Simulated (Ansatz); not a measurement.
```yaml
atoms:
  - { symbol: B, position_ang: [-1.2250, 0.5433, -0.6661] }
  - { symbol: C, position_ang: [0.2640, 0.4637, -0.9257] }
  - { symbol: Sn, position_ang: [0.6961, -0.6244, 0.9446] }
  - { symbol: H, position_ang: [-1.9521, -0.3464, -1.0118] }
  - { symbol: H, position_ang: [-1.6843, 1.4489, -0.0269] }
  - { symbol: H, position_ang: [0.8685, 1.3657, -0.8368] }
  - { symbol: H, position_ang: [0.6342, -0.2083, -1.6992] }
  - { symbol: H, position_ang: [1.4194, -2.1042, 0.5083] }
  - { symbol: H, position_ang: [-0.7072, -0.9291, 1.8652] }
  - { symbol: H, position_ang: [1.7694, 0.3397, 1.8513] }
```

Geometry: PBE0-D4/def2-TZVP; core potentials replace the inner electrons of Sn.

Computed with Ansatz, RKS PBE0-D4/def2-TZVPP.

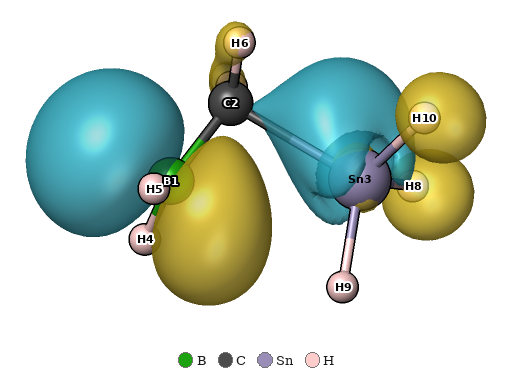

CH$_{7}$BSn (SMILES B[CH2][SnH3]). The LUMO at ±0.1 Å⁻³ᐟ² (yellow and cyan are the two phases), seen at a tilt.

### Where does this orbital lie, and at what energy?

It lies mainly on B1 (about 45 %), Sn3 (about 20 %) and C2 (about 10 %). Its energy is −0.96 eV.
